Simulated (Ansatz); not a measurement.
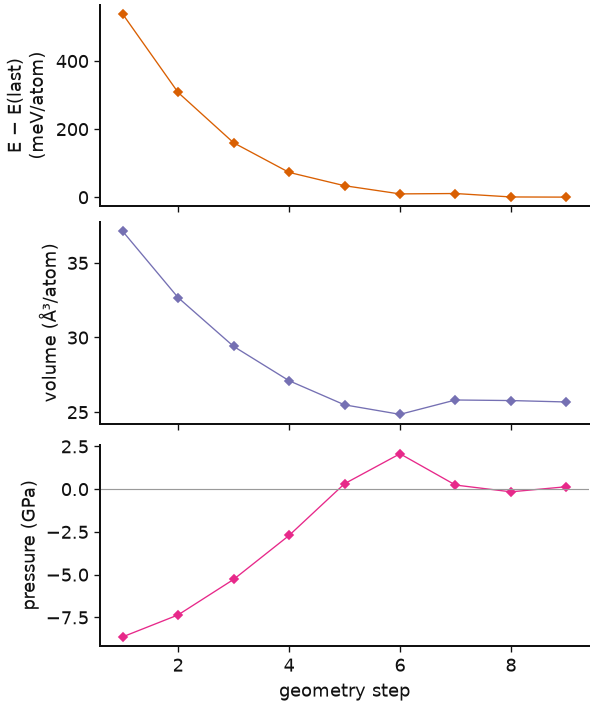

History of a geometry optimisation. Atoms and cell relax. A closing SCF on a freshly chosen basis isn't drawn.

System: ScPb (P-6m2, 2 atoms in the cell).
Method: DFT PBE, scalar-relativistic, plane waves, PAW (Ansatz); cutoff 420 eV, 6×6×4 k-mesh, Gaussian smearing of 0.1 eV.

How did the optimisation end?

The optimisation met its thresholds at geometry 9, counting the start as the first. The energy fell by about 540 meV/atom from the first step to the last. Step 7 went uphill and was rejected by the line search. All forces vanish by symmetry, so only the cell moves.

What happens to the cell?

The volume shrinks from 37.1 to 25.7 Å³ per atom (−31 %), overshooting to 24.8 at step 6, as the pressure goes from −8.6 GPa to 0.14 GPa. The start was expanded.

By which step was nine tenths of the energy gained?

By step 5 of 9.
